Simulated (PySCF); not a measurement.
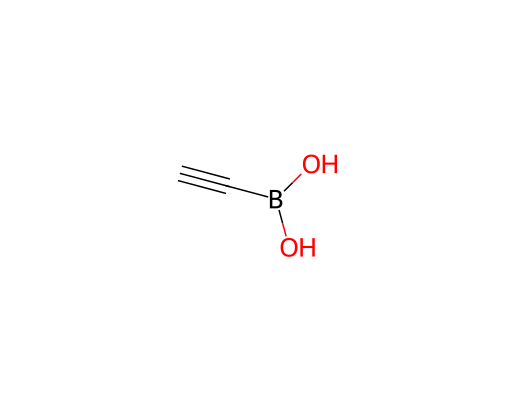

2D structure.

Write the SMILES.

Answer. C#CB(O)O

What is the molecular formula?

Answer. C2H3BO2.

An optimisation with GFN2-xTB gave a structure of which point group?

Answer. C2v.

More results for the same structure follow; atom numbers are the same in all pictures, views and colours differ. The geometry was computed by an optimisation with GFN2-xTB. No frequency run is at hand to confirm it as a minimum.

**NMR shielding**

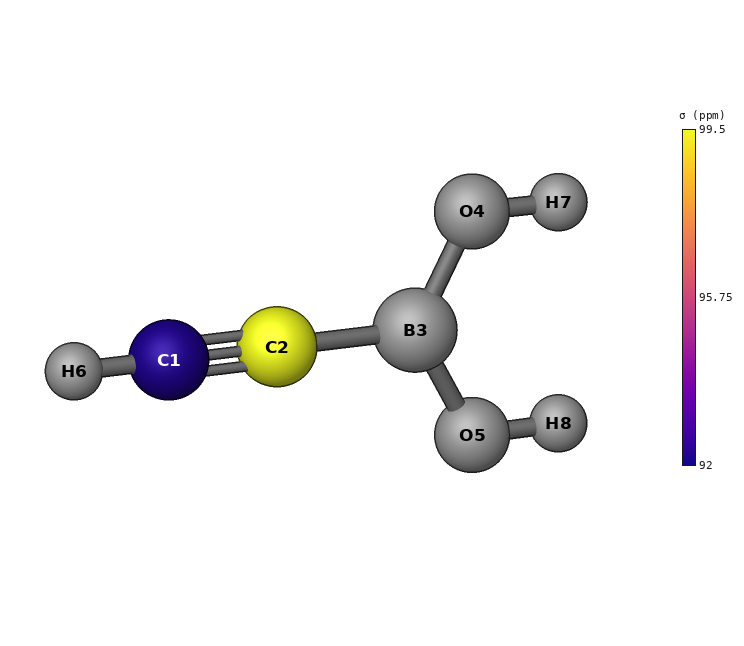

Atoms are coloured by their isotropic NMR shieldings (C only, the others grey). No frequency run is at hand to confirm it as a minimum. Properties computed with GIAO PBE0/pcSseg-1 NMR shielding, non-relativistic, gas phase (PySCF 2.14.0).

Give the isotropic NMR shieldings of the C atoms atom by atom.

```tsv
atom	σ (ppm)
C1	92.2
C2	99.5
```

**Polarisability**

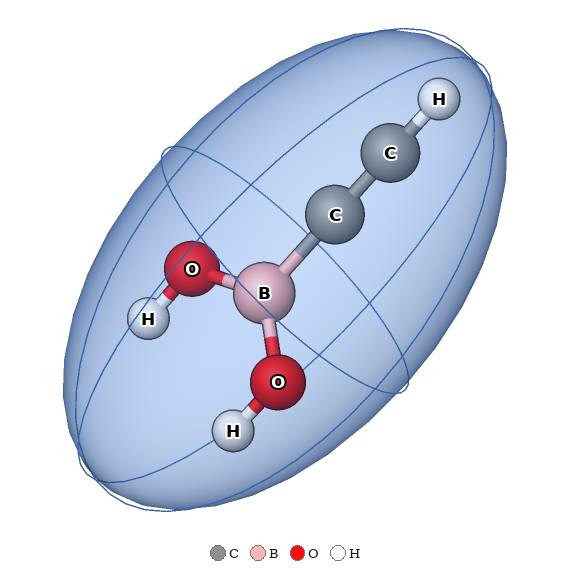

The ellipsoid shows the static dipole polarisability: its half-axes are proportional to the principal values. No frequency run is at hand to confirm it as a minimum. Computed with PBE0/def2-SVPD (PySCF 2.14.0).

How large and how anisotropic is the polarisability?

Answer. Principal values 30.9, 38.2, 62.1 bohr³; mean 43.7 bohr³ (6.48 Å³); anisotropy 28.2 bohr³, so the longest axis is 2.01 times the shortest.

**Excitation**

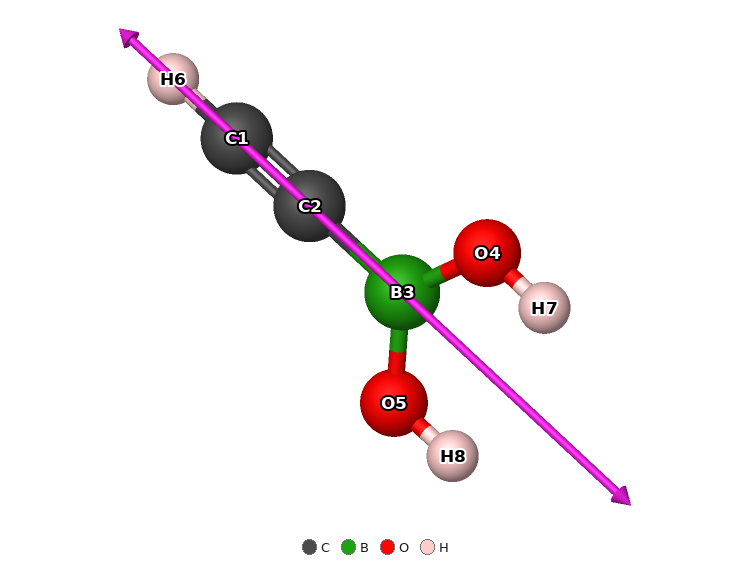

The double arrow shows the direction of the transition dipole to excited singlet state 2 (its length means nothing). No frequency run is at hand to confirm it as a minimum. Method: TDDFT PBE0/def2-SVPD, vertical, gas phase, core orbitals frozen in the response (PySCF 2.14.0).

How is the transition polarised?

Answer. In the molecular plane, nearly parallel to the C2–B3 bond.

Give its energy, strength and character.

Answer. 6.38 eV (194 nm), oscillator strength 0.045, mainly HOMO−1 → LUMO (weight 0.69); transition dipole 1.37 D.

**Charges**

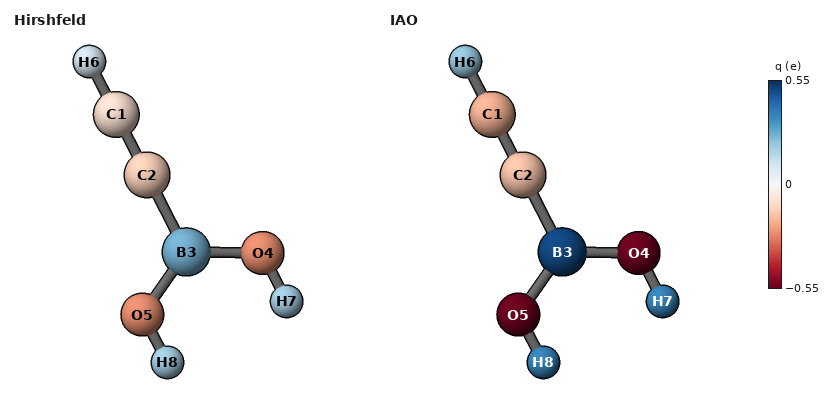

Atomic charges of one calculation by 2 schemes, on one colour scale. No frequency run is at hand to confirm it as a minimum. Level of theory: PBE0/pcSseg-1 (PySCF 2.14.0).

Which scheme gives the most polar picture (largest mean size of the charges)?

Answer. The IAO charges are the largest in size here.

On which atom do the schemes disagree most?

Answer. On O4 (from −0.54 to −0.25 e); O5 (from −0.54 to −0.25 e).

List the charges (e), one line for each set of equivalent atoms.

| atom | Hirshfeld | IAO |
| --- | --- | --- |
| C1 | −0.08 | −0.19 |
| C2 | −0.12 | −0.15 |
| B3 | 0.25 | 0.49 |
| O4, O5 | −0.25 | −0.54 |
| H6 | 0.10 | 0.20 |
| H7, H8 | 0.18 | 0.36 |

The geometry is semi-empirical. Around B such bond lengths and angles can be off by a tenth of an ångström or more and by several degrees, and values that hang on the shape move with them.
